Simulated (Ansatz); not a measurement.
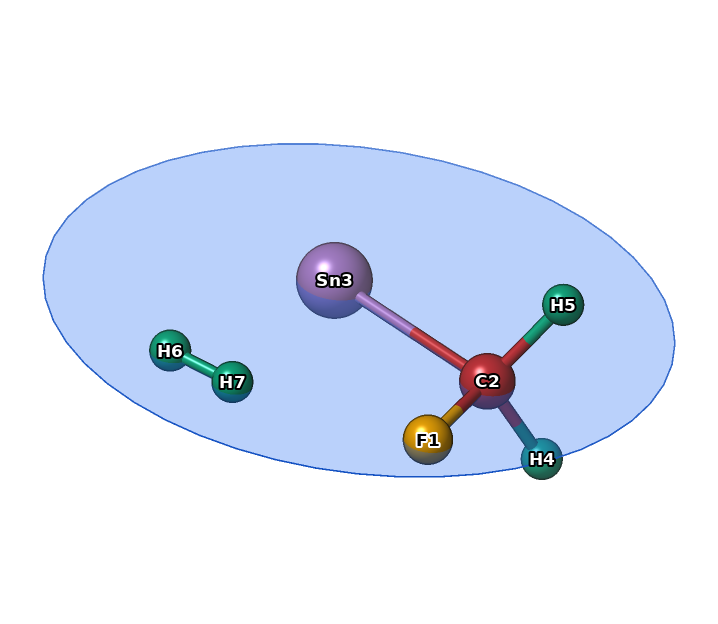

A disc through the centre of mass is drawn in. Atoms fade into the background with distance from the viewer. The species has charge +1 and is a spin singlet. The geometry was computed by an optimisation with PBE-D4/def2-SVP. No frequency run is at hand to confirm it as a minimum.

**Is the plane of the disc a mirror plane of the structure?**

Yes. The reflection leaves F1, C2, Sn3, H6, H7 in place and moves H4 ↔ H5. The point group is Cs.
